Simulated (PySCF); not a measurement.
**Two runs on C$_{3}$H$_{18}$Si$_{5}$**

System: C$_{3}$H$_{18}$Si$_{5}$, SMILES CC[Si@@H](C)[Si]([SiH3])([SiH3])[SiH3].
Method of run 1: GIAO wB97X-D/pcSseg-1 NMR shielding, non-relativistic, gas phase (PySCF 2.14.0).

The geometry comes from this level: PBE0-D3(BJ)/def2-SVP. Text and figures count atoms from 1; the logs count them from 0 in places.

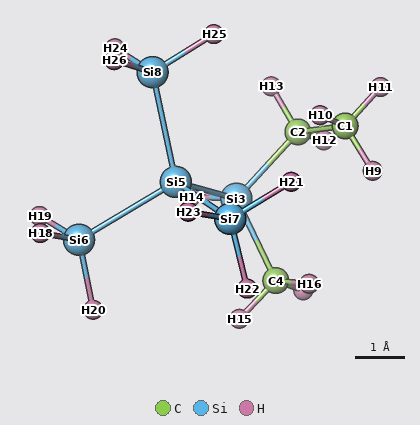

**Figure 1.** The structure (ball-and-stick view, seen at a tilt; atoms are numbered from 1 in the order of the input).

## The input, run 1
```
{"job": {"kind": "nmr", "xc": "wB97X-D", "basis": "pcSseg-1", "pop": false}, "charge": 0, "multiplicity": 1}
C      2.248272     1.361536    -0.890323
C      1.964292     0.225732    -1.867422
Si     0.957700    -1.201681    -1.139447
C      1.863001    -2.045464     0.281948
Si    -1.111668    -0.397240    -0.366296
Si    -2.620970    -2.178664    -0.193110
Si    -0.929622     0.565886     1.761292
Si    -1.967078     1.189830    -1.858780
H      2.798410     1.011016    -0.002369
H      1.316016     1.826154    -0.530909
H      2.851570     2.158072    -1.353560
H      2.906298    -0.199678    -2.257816
H      1.418731     0.603271    -2.750219
H      0.682386    -2.204343    -2.220938
H      1.261122    -2.868875     0.696231
H      2.067581    -1.335837     1.098692
H      2.823739    -2.461961    -0.060743
H     -3.933423    -1.721613     0.361373
H     -2.855000    -2.794441    -1.536394
H     -2.062843    -3.227458     0.718520
H     -0.048135     1.774974     1.739880
H     -0.348845    -0.421424     2.725199
H     -2.280685     0.973784     2.258755
H     -2.156329     0.577044    -3.211049
H     -1.014377     2.337295    -1.991425
H     -3.283472     1.721136    -1.386473
```

The first line tells a small driver script what to run in PySCF; the rest is the geometry in Å.

Hardware: 1 CPU thread, shared host.

## Output (run 1)
```
coarse grid: 22544 points
cycle   1  E = -1572.4207884961  dE = -1.115e-01  |g| = 3.246e-01  |ddm| = 4.338e+00
cycle   2  E = -1572.4438161651  dE = -2.303e-02  |g| = 2.116e-01  |ddm| = 5.170e-01
cycle   3  E = -1572.4551245120  dE = -1.131e-02  |g| = 3.795e-02  |ddm| = 2.174e-01
cycle   4  E = -1572.4556473377  dE = -5.228e-04  |g| = 1.050e-02  |ddm| = 7.478e-02
cycle   5  E = -1572.4556745682  dE = -2.723e-05  |g| = 1.807e-03  |ddm| = 1.847e-02
cycle   6  E = -1572.4556761147  dE = -1.546e-06  |g| = 8.103e-04  |ddm| = 6.162e-03
final grid: 189952 points
cycle   7  E = -1572.5152367289  dE = -1.651e-04  |g| = 4.671e-03  |ddm| = 3.788e-02
cycle   8  E = -1572.5152406881  dE = -3.959e-06  |g| = 2.527e-03  |ddm| = 8.801e-03
cycle   9  E = -1572.5152419074  dE = -1.219e-06  |g| = 5.576e-04  |ddm| = 2.241e-03
cycle  10  E = -1572.5152420169  dE = -1.095e-07  |g| = 2.023e-04  |ddm| = 1.113e-03
cycle  11  E = -1572.5152420294  dE = -1.251e-08  |g| = 2.798e-05  |ddm| = 4.013e-04
cycle  12  E = -1572.5152420300  dE = -6.280e-10  |g| = 1.163e-05  |ddm| = 1.265e-04
converged SCF energy = -1572.5152420300

GIAO shielding tensors (ppm)
atom      isotropic    diamagn.    paramagn.     s11        s22        s33       span
  0 C      173.655     249.500     -75.845    165.932    172.846    182.188     16.256
  1 C      177.541     254.693     -77.152    173.484    178.034    181.105      7.622
  2 Si     381.684     882.881    -501.198    346.477    382.680    415.894     69.418
  3 C      191.070     256.002     -64.932    182.396    192.049    198.764     16.368
  4 Si     514.365     886.219    -371.854    502.922    512.146    528.027     25.106
  5 Si     452.257     880.883    -428.627    437.650    448.856    470.264     32.615
  6 Si     451.114     882.046    -430.932    433.761    449.584    469.996     36.234
  7 Si     454.141     881.395    -427.254    444.893    447.097    470.433     25.540
  8 H       30.573      32.248      -1.674     26.296     29.559     35.865      9.568
  9 H       30.468      34.370      -3.903     25.254     30.843     35.306     10.052
 10 H       30.033      28.738       1.295     24.851     26.877     38.370     13.518
 11 H       30.628      29.766       0.862     25.586     28.204     38.094     12.509
 12 H       30.833      32.539      -1.706     27.097     28.749     36.652      9.555
 13 H       27.134      31.927      -4.794     23.925     25.378     32.099      8.174
 14 H       31.174      32.161      -0.988     25.764     29.855     37.903     12.139
 15 H       31.085      34.199      -3.115     26.935     30.078     36.241      9.305
 16 H       31.118      29.239       1.880     25.956     27.646     39.754     13.797
 17 H       27.742      29.447      -1.706     23.983     25.508     33.735      9.752
 18 H       27.689      29.656      -1.967     24.013     25.540     33.514      9.501
 19 H       27.732      29.798      -2.066     23.790     26.264     33.141      9.351
 20 H       27.686      30.990      -3.303     23.734     26.743     32.582      8.848
 21 H       27.684      31.168      -3.483     24.075     26.170     32.809      8.734
 22 H       27.706      30.632      -2.926     23.922     25.393     33.805      9.883
 23 H       27.716      30.172      -2.457     24.329     25.314     33.505      9.176
 24 H       27.706      30.361      -2.655     23.504     27.060     32.552      9.048
 25 H       27.750      29.841      -2.091     23.966     25.438     33.847      9.881
```

For run 2 the input was changed thus:
```diff
-"xc": "wB97X-D"
+"xc": "PBE0"
-"pop": false
```

How does run 2 compare with run 1?

The total energies belong to different methods, so their difference says nothing on which is more stable or more accurate. The HOMO goes from −9.32 to −7.58 eV. The LUMO goes from 1.51 to −0.17 eV. The dipole moment goes from 1.38 to 1.42 D. Of all shieldings, the largest change is that of Si3, by −1.8 ppm. The functional changes from wB97X-D to PBE0. The number of SCF iterations is the same.

## Output (run 2)
```
coarse grid: 22544 points
cycle   1  E = -1571.7075498754  dE = -1.814e-01  |g| = 4.332e-01  |ddm| = 4.392e+00
cycle   2  E = -1571.6923523415  dE =  1.520e-02  |g| = 4.908e-01  |ddm| = 8.115e-01
cycle   3  E = -1571.7558663567  dE = -6.351e-02  |g| = 4.100e-02  |ddm| = 4.920e-01
cycle   4  E = -1571.7562736300  dE = -4.073e-04  |g| = 1.530e-02  |ddm| = 8.151e-02
cycle   5  E = -1571.7563401587  dE = -6.653e-05  |g| = 4.790e-03  |ddm| = 3.151e-02
cycle   6  E = -1571.7563464626  dE = -6.304e-06  |g| = 8.853e-04  |ddm| = 6.718e-03
final grid: 189952 points
cycle   7  E = -1571.8002224148  dE = -3.085e-05  |g| = 7.587e-03  |ddm| = 3.022e-02
cycle   8  E = -1571.8002151755  dE =  7.239e-06  |g| = 9.091e-03  |ddm| = 1.528e-02
cycle   9  E = -1571.8002368629  dE = -2.169e-05  |g| = 4.742e-04  |ddm| = 8.822e-03
cycle  10  E = -1571.8002369072  dE = -4.432e-08  |g| = 1.512e-04  |ddm| = 9.325e-04
cycle  11  E = -1571.8002369147  dE = -7.520e-09  |g| = 3.722e-05  |ddm| = 3.211e-04
cycle  12  E = -1571.8002369151  dE = -3.679e-10  |g| = 1.015e-05  |ddm| = 6.051e-05
converged SCF energy = -1571.8002369151

GIAO shielding tensors (ppm)
atom      isotropic    diamagn.    paramagn.     s11        s22        s33       span
  0 C      173.596     249.731     -76.135    165.579    172.702    182.506     16.927
  1 C      176.175     254.231     -78.055    172.620    176.632    179.274      6.653
  2 Si     379.850     882.812    -502.962    344.890    382.388    412.274     67.383
  3 C      190.932     255.640     -64.708    182.380    191.459    198.957     16.576
  4 Si     513.460     885.762    -372.301    501.516    511.504    527.361     25.845
  5 Si     451.250     881.066    -429.816    435.416    447.067    471.266     35.850
  6 Si     450.400     882.013    -431.612    431.772    448.588    470.841     39.068
  7 Si     453.558     881.489    -427.930    443.821    445.324    471.530     27.709
  8 H       30.450      31.981      -1.532     26.169     29.453     35.726      9.557
  9 H       30.333      33.857      -3.524     25.101     30.731     35.166     10.066
 10 H       29.917      28.605       1.312     24.710     26.759     38.281     13.570
 11 H       30.430      29.764       0.666     25.324     28.053     37.914     12.590
 12 H       30.604      32.239      -1.636     26.857     28.574     36.380      9.524
 13 H       26.939      31.823      -4.883     23.730     25.203     31.884      8.154
 14 H       31.020      31.902      -0.882     25.554     29.751     37.754     12.200
 15 H       30.930      33.716      -2.786     26.739     29.945     36.105      9.366
 16 H       30.993      29.234       1.759     25.801     27.474     39.704     13.903
 17 H       27.574      29.406      -1.832     23.815     25.305     33.602      9.787
 18 H       27.524      29.618      -2.094     23.851     25.333     33.388      9.537
 19 H       27.561      29.650      -2.089     23.617     26.058     33.006      9.389
 20 H       27.522      30.655      -3.133     23.567     26.542     32.457      8.889
 21 H       27.507      30.892      -3.385     23.893     25.963     32.665      8.772
 22 H       27.533      30.492      -2.959     23.747     25.187     33.666      9.919
 23 H       27.549      30.085      -2.536     24.161     25.104     33.380      9.219
 24 H       27.536      30.076      -2.540     23.324     26.850     32.434      9.109
 25 H       27.581      29.758      -2.177     23.801     25.233     33.708      9.907
```

## The two runs side by side

| quantity | run 1 | run 2 |
| --- | --- | --- |
| outcome | converged | converged |
| total energy (hartree) | −1572.515242 | −1571.800237 |
| HOMO (eV) | −9.32 | −7.58 |
| LUMO (eV) | 1.51 | −0.17 |
| dipole moment (D) | 1.38 | 1.42 |
| shielding of C2 (ppm) | 177.5 | 176.2 |
| shielding of Si3 (ppm) | 381.7 | 379.9 |
| shielding of Si5 (ppm) | 514.4 | 513.5 |
| shielding of Si6 (ppm) | 452.3 | 451.2 |
| shielding of Si7 (ppm) | 451.1 | 450.4 |
| shielding of Si8 (ppm) | 454.1 | 453.6 |
| shielding of H13 (ppm) | 30.8 | 30.6 |
| SCF iterations | 12 | 12 |
| basis functions | 261 | 261 |
| wall time (shared host) | 68 s | 59 s |
